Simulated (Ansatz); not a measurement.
# SiN2H6O (SMILES N[SiH](N)O): revPBE/def2-SVP

Aim: the energy change on altering one bond length of SiN2H6O at revPBE/def2-SVP, from 2 runs. 

Program for the calculation: Ansatz 0.2.0.

86 further runs of the same task are left out: 86 set aside as unsound or not needed. Runs told in other sessions of the task aren't counted.

## 1. The system as given

The species is SiN2H6O (10 atoms), meant as a singlet with charge 0. As SMILES, `N[SiH](N)O`. The shape is that of a PBE0-D4/def2-TZVP optimisation. This is one conformer, not always the lowest.

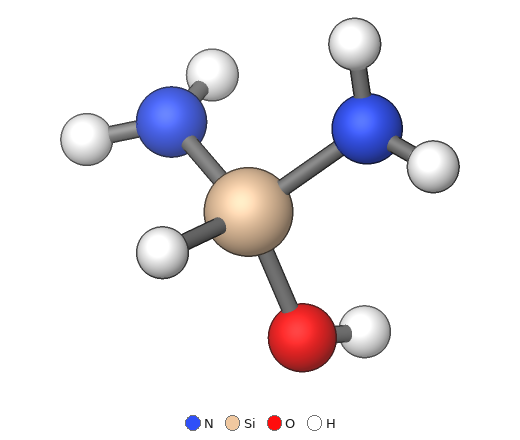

Viewed from a chosen angle; nitrogen blue, silicon light orange, oxygen red, hydrogen white.

## 2. The energy at revPBE/def2-SVP

in.yaml reads:

```yaml
crystal:
  periodic: [false, false, false]
  atoms:
    - {symbol: N, position_ang: [-0.775500, 1.215500, -0.137800]}
    - {symbol: Si, position_ang: [0.492300, 0.085700, 0.087100]}
    - {symbol: "N", position_ang: [-0.248600, -1.249800, 0.847400]}
    - {symbol: O, position_ang: [1.206700, -0.118300, -1.384200]}
    - {symbol: H, position_ang: [-0.620700, 2.036300, -0.700200]}
    - {symbol: H, position_ang: [-1.413200, 1.405300, 0.618200]}
    - {symbol: H, position_ang: [1.642700, 0.459500, 0.944000]}
    - {symbol: H, position_ang: [-1.123500, -1.625000, 0.519700]}
    - {symbol: H, position_ang: [0.302300, -1.942900, 1.325300]}
    - {symbol: H, position_ang: [0.620800, -0.317400, -2.116600]}
basis:
  gaussian:
    orbitals: def2-SVP
magnetization:
  spin_polarized: false
  initial_magnetization: 0
hamiltonian:
  xc: {name: revPBE}
accuracy: high
output:
  orbitals: {seedname: orbitals}
```

Launch:

```bash
$ ansatz run in.yaml --threads 1 --pin off --max-ram 3480MiB --events-out events.jsonl --progress --plain --runs-dir runs
```

Output:

```text
Warning: RAYON_NUM_THREADS=1 ignored (pool sized by the plan → 1); use --threads N
Functional definition: revPBE
  name "revPBE"
  parameter kappa = 1.245
  parameter beta = 0.06672455060314922
  exchange = pbe_x(kappa = kappa, mu = beta*pi^2/3)
  correlation = pbe_c(beta = beta)
2071 factors; integrals over basis functions are off by at most 3.4e-9 eV
mean field evaluation 1: about -12978.6275 eV, gradient 9.4e1 eV
mean field evaluation 2: about -12943.8650 eV, gradient 1.5e2 eV
mean field evaluation 4: about -12995.2232 eV, gradient 4.4e0 eV
mean field evaluation 8: about -12995.2666 eV, gradient 3.4e-1 eV
mean field evaluation 16: about -12995.2668 eV, gradient 4.0e-6 eV
mean field -12995.26682561 eV, -477.5672473330 hartree, gradient 3.9e-8 eV, S^2 0.000000; 0 other end points of the search recorded, 0 dependent functions left out
reference -12995.26682972 eV, -477.5672474841 hartree; 21, 21 occupied and 69, 69 virtual orbitals, 2071 factors
Total energy: -12995.26682972 eV, -477.5672474841 hartree
```

It took 6.6 s on 1 thread of Arm Neoverse V1, shared host; peak memory 0.23 GiB.

## 3. The distorted shape at the same level

run.yaml reads:

```yaml
basis:
  gaussian: {orbitals: def2-SVP}
crystal:
  periodic: [false, false, false]
  atoms:
    - {symbol: "N", position_ang: [-0.664382, 1.415795, -0.251828]}
    - {symbol: Si, position_ang: [0.603418, 0.285995, -0.026928]}
    - {symbol: N, position_ang: [-0.248600, -1.249800, 0.847400]}
    - {symbol: O, position_ang: [1.317818, 0.081995, -1.498228]}
    - {symbol: H, position_ang: [-0.509582, 2.236595, -0.814228]}
    - {symbol: H, position_ang: [-1.302082, 1.605595, 0.504172]}
    - {symbol: H, position_ang: [1.753818, 0.659795, 0.829972]}
    - {symbol: H, position_ang: [-1.123500, -1.625000, 0.519700]}
    - {symbol: H, position_ang: [0.302300, -1.942900, 1.325300]}
    - {symbol: H, position_ang: [0.731918, -0.117105, -2.230628]}
magnetization: {spin_polarized: false, initial_magnetization: 0}
hamiltonian: {xc: {name: revPBE}}
accuracy: high
output: {orbitals: {seedname: orbitals}}
```

Launch:

```bash
$ ansatz run run.yaml --threads 1 --pin off --max-ram 3480MiB --events-out events.jsonl --progress --plain --runs-dir runs
```

Output, shortened:

```text
Warning: RAYON_NUM_THREADS=1 ignored (pool sized by the plan → 1); use --threads N
[... 6 set-up lines as earlier in the session ...]
2058 factors; integrals over basis functions are off by at most 3.9e-9 eV
mean field evaluation 1: about -12977.9056 eV, gradient 9.4e1 eV
mean field evaluation 2: about -12932.9065 eV, gradient 1.6e2 eV
mean field evaluation 4: about -12994.2521 eV, gradient 1.7e1 eV
mean field evaluation 8: about -12994.8220 eV, gradient 7.9e-1 eV
mean field evaluation 16: about -12994.8233 eV, gradient 5.6e-6 eV
mean field -12994.82331922 eV, -477.5509487737 hartree, gradient 3.9e-8 eV, S^2 0.000000; 0 other end points of the search recorded, 0 dependent functions left out
reference -12994.82332340 eV, -477.5509489273 hartree; 21, 21 occupied and 69, 69 virtual orbitals, 2058 factors
Total energy: -12994.82332340 eV, -477.5509489273 hartree
```

Run time: 6.3 s. Hardware: 1 thread of Arm Neoverse V1, shared host; peak memory 0.23 GiB.

## 4. Summary of results

At revPBE/def2-SVP:

| quantity | value |
| --- | --- |
| first shape: total energy | -477.56725 Eh |
| first shape: HOMO energy | -5.49 eV |
| first shape: LUMO energy | 0.83 eV |
| first shape: HOMO–LUMO gap | 6.32 eV |
| distorted shape: total energy | -477.55095 Eh |
| distorted shape: HOMO energy | -4.81 eV |
| distorted shape: LUMO energy | 0.61 eV |
| distorted shape: HOMO–LUMO gap | 5.42 eV |
| energy change with the Si2–N3 bond stretched from 1.706 to 1.962 Å | 0.444 eV |

What this shows: With the Si2–N3 bond stretched from 1.706 to 1.962 Å the energy rises by 0.44 eV (42.8 kJ/mol). The first shape isn't relaxed at this level, so the change isn't measured from a minimum.
